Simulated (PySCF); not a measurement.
# C7H8, SMILES `Cc1ccccc1`: electronic structure

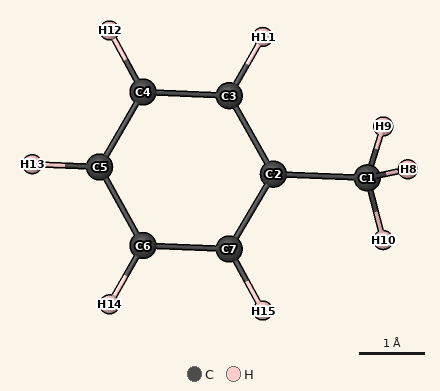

The molecule, with its atoms numbered as below. No frequency check shows the geometry to be a minimum.

Coordinates in Å:

```
C1      -2.4026   -0.0006   -0.0050
C2      -0.9036    0.0001    0.0101
C3      -0.1946    1.1946    0.0057
C4       1.1888    1.1964   -0.0014
C5       1.8851    0.0001   -0.0047
C6       1.1890   -1.1963   -0.0016
C7      -0.1945   -1.1947    0.0056
H8      -2.7638    0.0029   -1.0342
H9      -2.7962    0.8852    0.4894
H10     -2.7961   -0.8857    0.4893
H11     -0.7328    2.1322    0.0096
H12      1.7252    2.1344   -0.0032
H13      2.9651    0.0001   -0.0083
H14      1.7255   -2.1342   -0.0035
H15     -0.7326   -2.1324    0.0094
```

## 1. Bonding charge

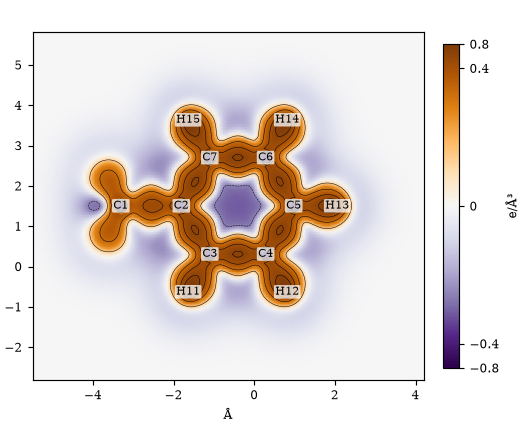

Deformation density (molecule less spherical, spin-averaged free atoms) in a plane through 12 of the atoms; colour scale in e/Å³, logarithmic beyond ±0.1; orange: gain, purple: loss.

PySCF calculation, BLYP/6-31+G*, gas phase; geometry: GFN2-xTB.

> Describe the bonding that the map shows.

C4–H12 and C6–H14: +0.66 e/Å³ at the bond critical point (bond length 1.08 Å). C5–H13: +0.66 e/Å³ at the bond critical point (bond length 1.08 Å). C7–H15 and C3–H11: +0.65 e/Å³ at the bond critical point (bond length 1.08 Å). C3–C4 and C6–C7: +0.63 e/Å³ at the bond critical point (bond length 1.38 Å). C5–C6 and C4–C5: +0.63 e/Å³ at the bond critical point (bond length 1.38 Å). C2–C3 and C2–C7: +0.63 e/Å³ at the bond critical point (bond length 1.39 Å). C1–C2: +0.47 e/Å³ at the bond critical point (bond length 1.50 Å). In all, 3.1 electrons gather in the regions of gain relative to the promolecule.

> Where do the Hirshfeld charges lie?

The highest Hirshfeld charge is on H12 and H14 (+0.04 e), the lowest on C1 (−0.08 e).

## 2. Bond critical points

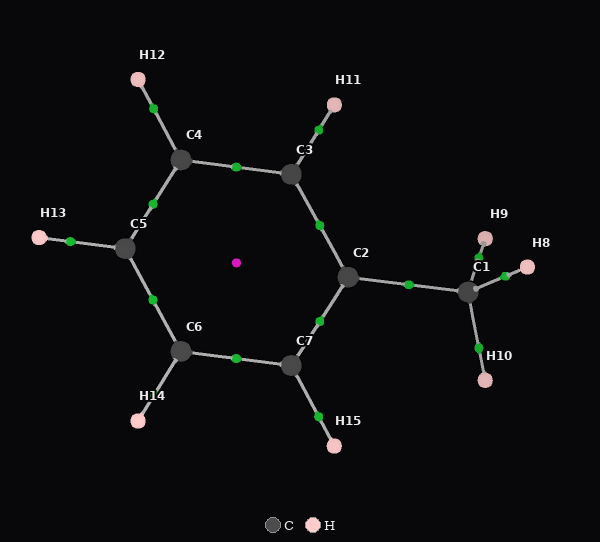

Molecular graph of the electron density (QTAIM): bond paths, bond critical points (green), ring points (magenta, if any); weak paths are dashed.

> How many critical points of each kind are there, and does the count close?

15 nuclei, 15 bond, 1 ring and 0 cage critical points: 15 − 15 + 1 − 0 = 1, as the Poincaré–Hopf relation requires.

> What does the calculation give at each kind of bond critical point?

| bond | length (Å) | ρ (a.u.) | ∇²ρ (a.u.) | ε | H (a.u.) |
| --- | --- | --- | --- | --- | --- |
| C3–C4 (2 alike) | 1.383 | 0.318 | −0.88 | 0.19 | −0.323 |
| C5–C6 (2 alike) | 1.384 | 0.317 | −0.88 | 0.19 | −0.322 |
| C2–C3 (2 alike) | 1.389 | 0.316 | −0.86 | 0.19 | −0.318 |
| C4–H12 (2 alike) | 1.080 | 0.280 | −0.98 | 0.01 | −0.282 |
| C5–H13 | 1.080 | 0.280 | −0.98 | 0.01 | −0.282 |
| C7–H15 (2 alike) | 1.081 | 0.279 | −0.97 | 0.01 | −0.280 |
| C1–H10 (2 alike) | 1.087 | 0.273 | −0.91 | 0.01 | −0.269 |
| C1–H8 | 1.091 | 0.270 | −0.88 | 0.01 | −0.263 |
| C1–C2 | 1.499 | 0.257 | −0.60 | 0.03 | −0.212 |

> What kind of interaction is C4–H12?

Shared-shell (covalent): ρ = 0.280, ∇²ρ = −0.98, H = −0.282 a.u.

## 3. Local ionisation energy

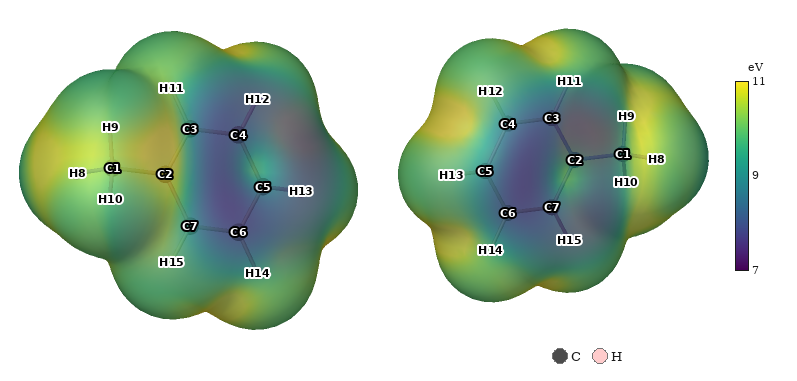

Average local ionisation energy on the surface of electron density 0.001 a.u. (back view left, front view right).

> Locate the minima of the map.

The lowest value is 7.7 eV, over C7, off the plane of its three bonds (2.0 Å). For comparison, the highest occupied orbital lies at −5.7 eV.

> What volume does the surface enclose, and what is the dipole moment?

About 142 Å³; the dipole moment is 0.4 D.

## 4. In an electric field

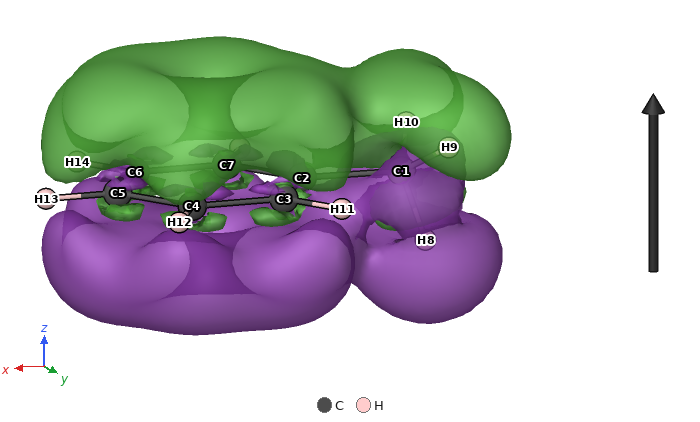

Change of the electron density in a uniform field of 0.21 V/Å along +z (arrow), surfaces at ±0.0006 e/Å³ (purple: gain, green: loss).

PySCF calculation, HF/6-31+G*, gas phase; geometry: GFN2-xTB. The basis has diffuse s and p functions alone, which still leaves polarisabilities too small, most of all across bonds.

> What dipole is induced, and what polarisability does it imply?

The induced dipole is 0.50 D (along the field); α along this axis, from the fields in both directions, is 49 bohr³ (7.2 Å³).

> Which atoms gain and lose the most charge?

Electrons gather most on H8 (Hirshfeld charge changes by −0.006 e) and leave H9 and H10 alike most (+0.003 e); 0.048 electrons are displaced in all.

## 5. Removing or adding an electron

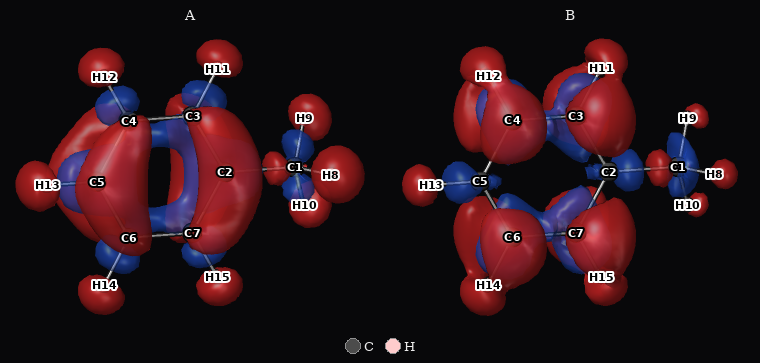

The two Fukui functions at ±0.02 e/Å³ (red positive, blue negative).

Level of theory: PBE0/def2-SVP (PySCF), at a geometry from GFN2-xTB.

> Which panel is f⁻ (electron removed) and which f⁺ (electron added)?

A is f⁻, B is f⁺. f⁻ (Hirshfeld-condensed) is largest on C5 (0.15) and C2 (0.13); the vertical ionisation energy is 8.86 eV (the stability of the cation's solution wasn't checked). f⁺ (Hirshfeld-condensed) is largest on C4 and C6 (0.12 each) and C3 and C7 (0.12 each); the vertical electron affinity is −1.93 eV (the stability of the anion's solution wasn't checked; negative, but this basis has no diffuse functions, so it doesn't show that the anion is unbound).

> What chemical potential and hardness follow from the two energies?

μ = −(I + A)/2 = −3.46 eV and η = I − A = 10.78 eV.
